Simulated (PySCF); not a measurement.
# C$_{3}$H$_{9}$Al, SMILES `C[Al](C)C`: electronic structure

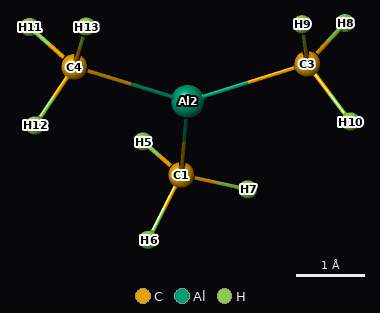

The molecule, with its atoms numbered as below. No frequency check shows the geometry to be a minimum.

Geometry (Å), atoms numbered from 1:

```
C1       0.0717   -1.9858   -0.0004
Al2     -0.0007    0.0079    0.0011
C3      -1.7715    0.9282   -0.0001
C4       1.6996    1.0522   -0.0008
H5       0.5972   -2.3867    0.8733
H6       0.5968   -2.3867   -0.8736
H7      -0.9263   -2.4371   -0.0028
H8      -2.3760    0.6627    0.8744
H9      -1.6811    2.0195   -0.0046
H10     -2.3764    0.6627   -0.8732
H11      2.3222    0.8303    0.8732
H12      2.3217    0.8304   -0.8741
H13      1.5323    2.1345    0.0008
```

### 1. Bonding charge

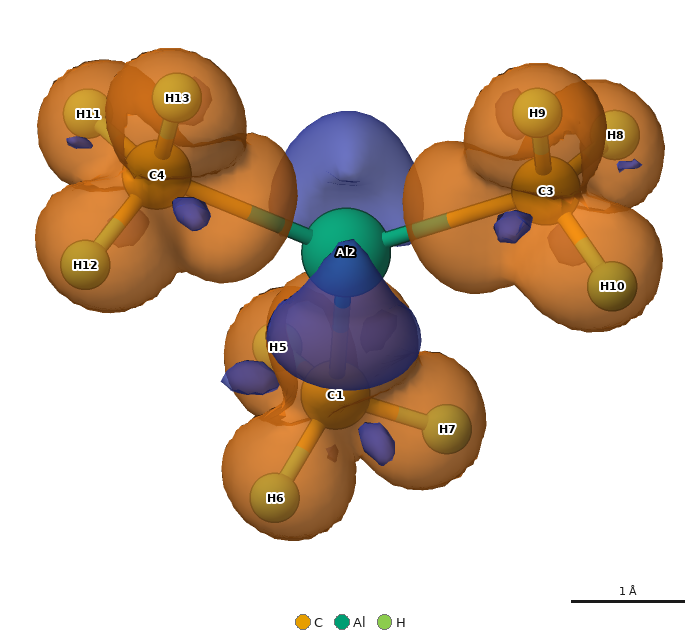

Deformation density (molecule less spherical, spin-averaged free atoms at the same positions), surfaces at ±0.06 e/Å³; orange: gain, blue: loss.

Level of theory: B3LYP/def2-SVP (PySCF), at a geometry from GFN2-xTB.

> Describe the bonding that the map shows.

The five largest and four smallest: C3–H9: +0.61 e/Å³ at the bond critical point (bond length 1.09 Å, Mayer order 1.0). C4–H13: +0.61 e/Å³ at the bond critical point (bond length 1.09 Å, Mayer order 1.0). C1–H7: +0.60 e/Å³ at the bond critical point (bond length 1.09 Å, Mayer order 1.0). C3–H10: +0.59 e/Å³ at the bond critical point (bond length 1.09 Å, Mayer order 1.0). C4–H12: +0.59 e/Å³ at the bond critical point (bond length 1.09 Å, Mayer order 1.0). C3–H8: +0.59 e/Å³ at the bond critical point (bond length 1.10 Å, Mayer order 1.0). C1–Al2: +0.12 e/Å³ at the bond critical point (bond length 2.00 Å, Mayer order 0.9). Al2–C4: +0.12 e/Å³ at the bond critical point (bond length 2.00 Å, Mayer order 0.9). Al2–C3: +0.12 e/Å³ at the bond critical point (bond length 2.00 Å, Mayer order 0.9). In all, 2.7 electrons gather in the regions of gain relative to the promolecule. A small or negative value marks a very polar bond, one between electron-rich atoms, whose free-atom densities already overlap strongly, a long bond to a heavier atom, or a closed-shell contact such as a hydrogen bond.

> Where do the Hirshfeld charges lie?

The highest Hirshfeld charge is on Al2 (+0.58 e), the lowest on C1 (−0.27 e).

### 2. Bond critical points

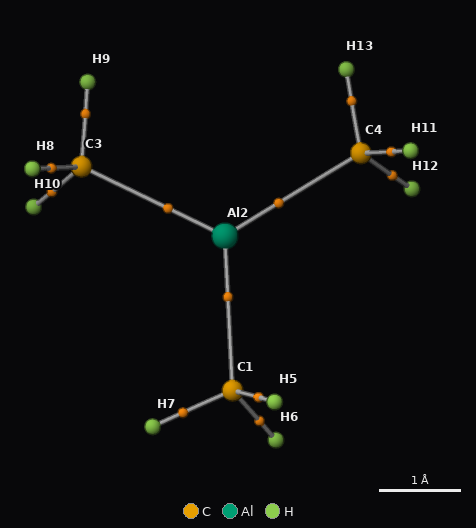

Molecular graph of the electron density (QTAIM): bond paths, bond critical points (orange), ring points (yellow, if any); weak paths are dashed.

> How many critical points of each kind are there, and does the count close?

13 nuclei, 12 bond, 0 ring and 0 cage critical points: 13 − 12 + 0 − 0 = 1, as the Poincaré–Hopf relation requires.

> Give the properties at the bond critical points.

```csv
bond,length (Å),ρ (a.u.),∇²ρ (a.u.),ε,H (a.u.)
C3–H9,1.095,0.266,−0.92,0.04,−0.279
C4–H13,1.095,0.266,−0.92,0.04,−0.279
C1–H7,1.095,0.266,−0.91,0.04,−0.279
C3–H10,1.095,0.264,−0.90,0.04,−0.277
C4–H12,1.095,0.264,−0.90,0.04,−0.277
C1–H6,1.095,0.264,−0.90,0.04,−0.277
C1–H5,1.096,0.264,−0.90,0.04,−0.276
C4–H11,1.096,0.264,−0.90,0.04,−0.276
C3–H8,1.096,0.264,−0.90,0.04,−0.276
C1–Al2,1.995,0.078,+0.31,0.03,−0.020
Al2–C4,1.995,0.078,+0.30,0.03,−0.020
Al2–C3,1.996,0.078,+0.30,0.03,−0.020
```

> What kind of interaction is C3–H9?

Shared-shell (covalent): ρ = 0.266, ∇²ρ = −0.92, H = −0.279 a.u.

### 3. Local ionisation energy

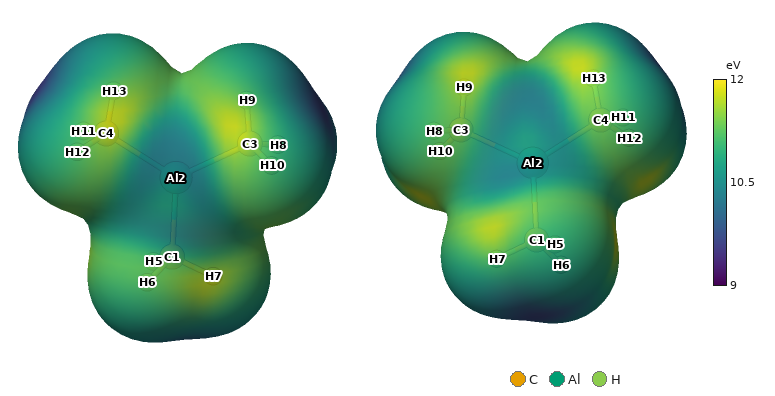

Average local ionisation energy on the surface of electron density 0.001 a.u. (back view left, front view right).

> Where are the most loosely bound electrons on this surface?

The lowest value is 9.5 eV, near H7 (1.79 Å), H6 (1.86 Å), H5 (1.92 Å) and C1 (1.98 Å). Further minima include 10.3 eV, 2.1 Å from Al2, and at like points elsewhere. For comparison, the highest occupied orbital lies at −7.3 eV.

> What volume does the surface enclose, and what is the dipole moment?

About 128 Å³; the dipole moment is 0.0 D.

### 4. Localised orbitals

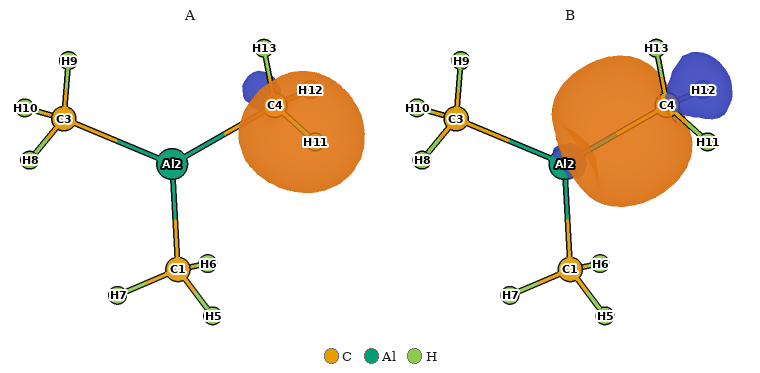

Intrinsic bond orbitals (IBO), occupied; each surface holds about 80 % of the orbital's density. Energies are diagonal elements of the Fock matrix.

Method: PBE/6-311G**; geometry: GFN2-xTB; program: PySCF.

> What does each orbital represent in a Lewis picture?

By panel:
- A: σ bond C4–H11 (C4 57 %, H11 42 %; −11.3 eV)
- B: σ bond C4–Al2 (C4 70 %, Al2 29 %; −8.2 eV)

### 5. Stretching a bond

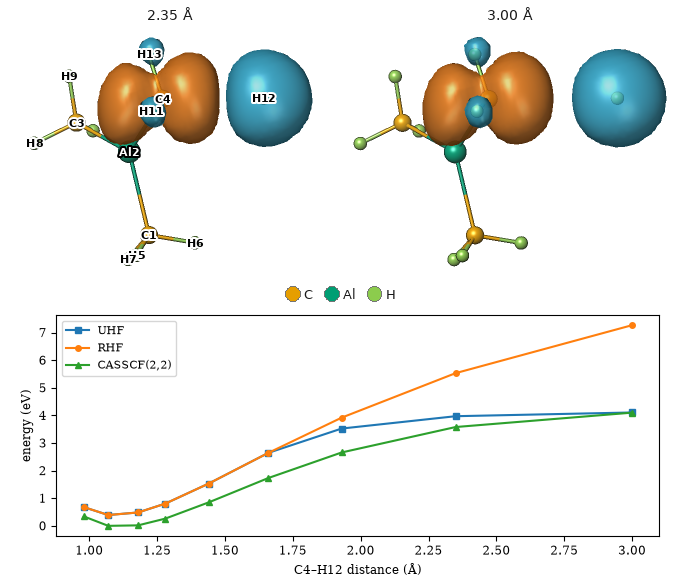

Rigid stretch of the C4–H12 bond. Broken-symmetry UHF spin density at ±0.03 e/Å³ (light blue: α, orange: β). Below: energies along the scan, from the lowest point of the three curves.

PySCF calculation, def2-SVP basis, gas phase; geometry: GFN2-xTB.

> How does the broken-symmetry solution share the spin, and how far is it from a pure singlet?

At 3.00 Å excess α spin lies mostly on H12 and excess β on C4; the two could be swapped at no cost. ⟨S²⟩ is 0.87 at 2.35 Å and 0.99 at 3.00 Å, against 0 for a pure singlet and 1 for an equal mix of singlet and triplet.

> Where does the UHF solution part from RHF?

Between 1.66 Å (⟨S²⟩ = 0, the two coincide) and 1.93 Å (⟨S²⟩ = 0.56); at 3.00 Å ⟨S²⟩ is 0.99 and UHF lies 3.2 eV below RHF.

> How much energy does the stretch cost?

By CASSCF, 4.1 eV from the lowest point of the scan (1.07 Å) to 3.00 Å; RHF gives 6.9 eV from its own lowest point. The fragments aren't relaxed and dynamic correlation is missing, so this isn't a bond dissociation energy.

The PySCF runs shown took 9.7 s, 21 s and 4.4 min on 1 thread of Intel(R) Xeon(R) Platinum 8375C CPU @ 2.90GHz (Ice Lake) (shared host).
